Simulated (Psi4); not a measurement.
# GeH2I (SMILES [GeH2][I]): UBLYP/def2-TZVP (core potential)

What is the vertical doublet–quartet gap of GeH2I at UBLYP/def2-TZVP (core potential)? 

The calculation is run with Psi4 1.11.

1 further run of the same task is left out (set aside as unsound or not needed).

## 1. The molecule

GeH2I: 4 atoms, total charge 0, spin state doublet. As SMILES, `[GeH2][I]`. The coordinates come from a PBE0-D4/def2-TZVP relaxation.

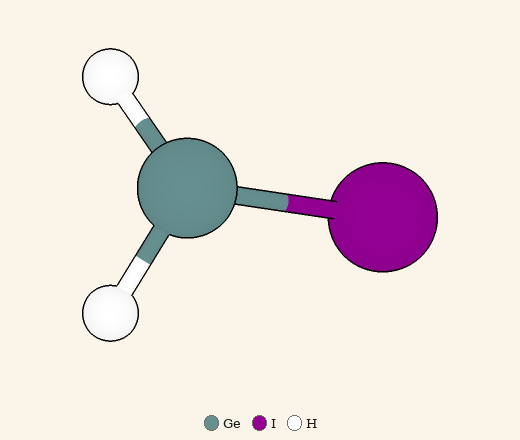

Viewed from a chosen angle; germanium teal, iodine purple, hydrogen white.

## 2. Energy and gradient at UBLYP/def2-TZVP (core potential)

Contents of calc.inp:

```
memory 1600 MB

molecule m {
  0 2
  Ge
  I 1 2.508982
  H 1 1.54638 2 107.71632
  H 1 1.546329 3 110.99604 2 -117.69339
  symmetry c1
  no_reorient
  no_com
}

set basis def2-TZVP
set reference uks
set puream true
set e_convergence 1e-09
set d_convergence 1e-08
set scf_type pk
set dft_radial_points 99
set dft_spherical_points 590
set maxiter 200

gradient('blyp')
```

Started as:

```
$ psi4 -n 1 calc.inp calc.out
```

calc.out:

```text
[...]
    !!!  WARNING: ECP capability is in beta. Please check occupations closely.  !!!
[...]
  Running in c1 symmetry.
[...]
  Nuclear repulsion =  198.800058064050916
[...]
  Multiplicity = 2
[...]
  Nalpha       = 30
  Nbeta        = 29
[...]
    Number of basis functions: 110
[...]
   @UKS iter   1: -2374.03684130107922   -3.35825e+00   2.94361e-02 DIIS/ADIIS
[...]
   @UKS iter  15: -2375.90597268198644    9.09495e-13   4.48386e-09 DIIS
[...]
   @S^2 Observed:                7.513163009E-01
[...]
    Orbital Energies [Eh]
    ---------------------
    Alpha Occupied:
       1A   -397.206149     2A    -49.209602     3A    -43.834718
       4A    -43.833436     5A    -43.832366     6A     -6.611951
       7A     -5.984799     8A     -4.676010     9A     -4.668904
      10A     -4.666931    11A     -4.207212    12A     -4.203602
      13A     -4.200907    14A     -1.812113    15A     -1.810163
      16A     -1.808544    17A     -1.802643    18A     -1.802549
      19A     -1.116817    20A     -1.115567    21A     -1.113033
      22A     -1.112738    23A     -1.110630    24A     -0.643343
      25A     -0.494104    26A     -0.329125    27A     -0.306567
      28A     -0.255706    29A     -0.236844    30A     -0.190058
    Alpha Virtual:
[...]
  @UKS Final Energy: -2375.90597268198644
   => Energetics <=
    Nuclear Repulsion Energy =            198.8000580640509156
    One-Electron Energy =               -3809.6199140658814031
    Two-Electron Energy =                1336.8709984000056465
    DFT Exchange-Correlation Energy =    -101.9571150801615858
    Empirical Dispersion Energy =           0.0000000000000000
    VV10 Nonlocal Energy =                  0.0000000000000000
    Total Energy =                      -2375.9059726819864409
[...]
 Multipole Moments:
 ------------------------------------------------------------------------------------
     Multipole            Electronic (a.u.)      Nuclear  (a.u.)        Total (a.u.)
 ------------------------------------------------------------------------------------
 L = 1.  Multiply by 2.5417464519 to convert [e a0] to [Debye]
 Dipole X            :         -1.7159752            1.7074884           -0.0084867
 Dipole Y            :         -0.9948769            0.9899323           -0.0049446
 Dipole Z            :         57.3483854          -57.7372949           -0.3889094
 Magnitude           :                                                    0.3890335
[...]
  -Total Gradient:
     Atom            X                  Y                   Z
    ------   -----------------  -----------------  -----------------
       1        0.006331982540     0.003656796173     0.008472245452
       2       -0.000259052789    -0.000150732217    -0.011942050178
       3       -0.000949947616    -0.005350607439     0.001735590531
       4       -0.005128023119     0.001841620353     0.001741027667
[...]
```

It took 58 s on 1 thread of Intel Xeon Platinum 8259CL at 2.50GHz (Skylake/Cascade Lake), shared host; peak memory 0.56 GiB.

## 3. The quartet, same level

Contents of run.py:

```python
import psi4

psi4.set_memory(1600000000)
psi4.set_num_threads(1)
psi4.core.set_output_file('geh2i.out', False)

molecule = psi4.geometry("""
0 4
Ge
I 1 2.508982
H 1 1.54638 2 107.71632
H 1 1.546329 3 110.99604 2 -117.69339
symmetry c1
""")

psi4.set_options({
    'basis': 'def2-TZVP',
    'reference': 'uks',
    'puream': True,
    'e_convergence': 1e-09,
    'd_convergence': 1e-08,
    'scf_type': 'pk',
    'dft_radial_points': 99,
    'dft_spherical_points': 590,
    'maxiter': 200,
})

energy_value = psi4.gradient('blyp', molecule=molecule)
print('gradient / Eh bohr^-1')
print(energy_value.np.round(6))
for k, v in sorted(psi4.core.scalar_variables().items()):
    print(f'{k:45s} {v:18.10f}')
```

Started as:

```
$ python run.py
```

geh2i.out, shortened:

```text
[...]
    !!!  WARNING: ECP capability is in beta. Please check occupations closely.  !!!
[...]
  Running in c1 symmetry.
[...]
  Nuclear repulsion =  198.800058064050944
[...]
  Multiplicity = 4
[...]
  Nalpha       = 31
  Nbeta        = 28
[...]
    Number of basis functions: 110
[...]
   @UKS iter   1: -2373.73184500848402   -3.05329e+00   3.01702e-02 ADIIS/DIIS
[...]
   @UKS iter  18: -2375.72774102105359   -9.09495e-13   2.50459e-09 DIIS
[...]
   @S^2 Observed:                3.752755131E+00
[...]
  @UKS Final Energy: -2375.72774102105359
   => Energetics <=
    Nuclear Repulsion Energy =            198.8000580640509440
    One-Electron Energy =               -3809.3741663040618732
    Two-Electron Energy =                1336.7927615541843807
    DFT Exchange-Correlation Energy =    -101.9463943352271400
    Empirical Dispersion Energy =           0.0000000000000000
    VV10 Nonlocal Energy =                  0.0000000000000000
    Total Energy =                      -2375.7277410210535891
[...]
 Multipole Moments:
 ------------------------------------------------------------------------------------
     Multipole            Electronic (a.u.)      Nuclear  (a.u.)        Total (a.u.)
 ------------------------------------------------------------------------------------
 L = 1.  Multiply by 2.5417464519 to convert [e a0] to [Debye]
 Dipole X            :         -1.6716409            1.7074884            0.0358475
 Dipole Y            :         -0.9691598            0.9899323            0.0207725
 Dipole Z            :         58.1384247          -57.7372949            0.4011298
 Magnitude           :                                                    0.4032637
[...]
  -Total Gradient:
     Atom            X                  Y                   Z
    ------   -----------------  -----------------  -----------------
       1        0.004007716031     0.002309053388     0.062953045360
       2        0.004102300866     0.002379045072    -0.085049767874
       3        0.000352889265    -0.009945976366     0.011047577246
       4       -0.008467574448     0.005255170948     0.011050343420
[...]
```

On the terminal:

```text
gradient / Eh bohr^-1
[[ 0.004008  0.002309  0.062953]
 [ 0.004102  0.002379 -0.08505 ]
 [ 0.000353 -0.009946  0.011048]
 [-0.008468  0.005255  0.01105 ]]
CURRENT ENERGY                                  -2375.7277410211
CURRENT REFERENCE ENERGY                        -2375.7277410211
DD SOLVATION ENERGY                                 0.0000000000
DFT FUNCTIONAL TOTAL ENERGY                     -2375.7277410211
DFT TOTAL ENERGY                                -2375.7277410211
DFT VV10 ENERGY                                     0.0000000000
DFT XC ENERGY                                    -101.9463943352
GRID ELECTRONS ALPHA                               30.9999999220
GRID ELECTRONS BETA                                27.9999999664
GRID ELECTRONS TOTAL                               58.9999998884
NUCLEAR REPULSION ENERGY                          198.8000580641
ONE-ELECTRON ENERGY                             -3809.3741663041
PCM POLARIZATION ENERGY                             0.0000000000
PE ENERGY                                           0.0000000000
SCF ITERATION ENERGY                            -2375.7277410211
SCF ITERATIONS                                     18.0000000000
SCF TOTAL ENERGY                                -2375.7277410211
TWO-ELECTRON ENERGY                              1336.7927615542
XC GRID RADIAL POINTS                              99.0000000000
XC GRID SPHERICAL POINTS                          590.0000000000
XC GRID TOTAL POINTS                           218069.0000000000
```

It took 58 s on 1 thread of Intel Xeon Platinum 8259CL at 2.50GHz (Skylake/Cascade Lake), shared host; peak memory 0.56 GiB.

## 4. Summary of results

Level: UBLYP/def2-TZVP (core potential).

```
                                        quantity           value
                           doublet: total energy  -2375.90597 Eh
                          doublet: dipole moment          0.99 D
     doublet: HOMO energy (highest over α and β)        -5.17 eV
      doublet: LUMO energy (lowest over α and β)        -4.26 eV
                                   doublet: ⟨S²⟩           0.751
               doublet: largest force on an atom      0.614 eV/Å
                           quartet: total energy  -2375.72774 Eh
                          quartet: dipole moment          1.02 D
     quartet: HOMO energy (highest over α and β)        -1.97 eV
                                   quartet: ⟨S²⟩           3.753
               quartet: largest force on an atom      4.380 eV/Å
vertical energy of the quartet above the doublet        4.850 eV
```

At this shape the quartet lies 4.85 eV (468 kJ/mol) above the doublet. The largest force (doublet) is 0.61 eV/Å: the shape isn't a stationary point for this species at this level.
